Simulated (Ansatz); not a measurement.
C$_{3}$H$_{8}$N$_{2}$

Input file:

```
crystal:
  periodic: [false, false, false]
  atoms:
    - { symbol: C, position_ang: [-1.7526, 0.0015, 0.4328] }
    - { symbol: "N", position_ang: [-0.5313, 0.6078, 0.843] }
    - { symbol: C, position_ang: [0.4995, 0.309, 0.1575] }
    - { symbol: C, position_ang: [0.6276, -0.602, -1.0303] }
    - { symbol: "N", position_ang: [1.7204, 0.8367, 0.5655] }
    - { symbol: H, position_ang: [-2.5832, 0.3978, 1.1082] }
    - { symbol: H, position_ang: [-2.0538, 0.3919, -0.5762] }
    - { symbol: H, position_ang: [-1.7515, -1.0306, 0.445] }
    - { symbol: H, position_ang: [-0.1158, -0.2167, -1.758] }
    - { symbol: H, position_ang: [1.5635, -0.6749, -1.4237] }
    - { symbol: H, position_ang: [0.2275, -1.6151, -0.7054] }
    - { symbol: H, position_ang: [1.6692, 1.2481, 1.5322] }
    - { symbol: H, position_ang: [2.501, 0.3117, 0.4241] }
basis:
  gaussian: { orbitals: "6-31G" }
hamiltonian:
  xc: pbe0
  dispersion: d4
relax:
  f_tol: 0.015
  max_steps: 40
output:
  orbitals: {}
```

Launched as:

```sh
ansatz run input.yaml --threads 1 --pin off --max-ram 2048MiB --backend cpu --events-out ev --progress --plain --runs-dir out
```

The fields are those of the relaxed geometry.

Computed with Ansatz 0.2.0, RKS PBE0-D4/6-31G.

**What can the converged electron density and electron localisation function tell about the bonding?**

C–N (1.29 Å): ρ is about 2.5 e/Å³ halfway; the ELF peaks at about 0.90 between the atoms: localised, covalent bonding.
C–C (1.51 Å): ρ at the midpoint is about 1.6 e/Å³; the ELF peaks at about 0.95 between the atoms; a covalent bond.
N–H (1.00 Å): ρ is about 2.8 e/Å³ halfway; the ELF climbs to about 1 towards the hydrogen, as it does in any bond to H (a covalent bond by its length).
C–N (1.37 Å): ρ is about 2.1 e/Å³ halfway; the ELF peaks at about 0.90 between the atoms, as expected for localised, covalent bonding.

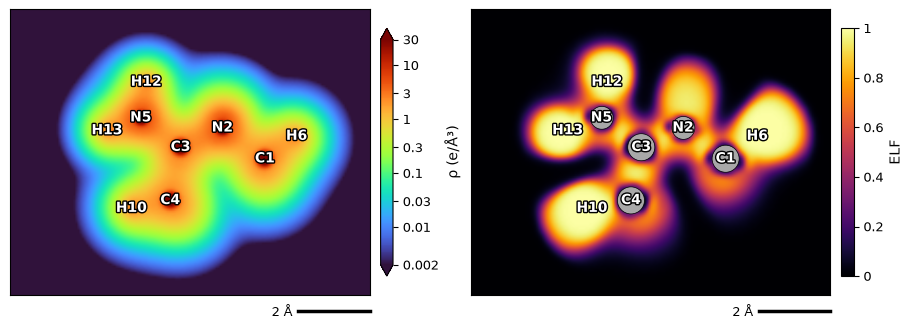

Computed electron density and electron localisation function on the plane of atoms C3, N5 and H12, in this order. Grey discs cover the atomic cores in the ELF map. 
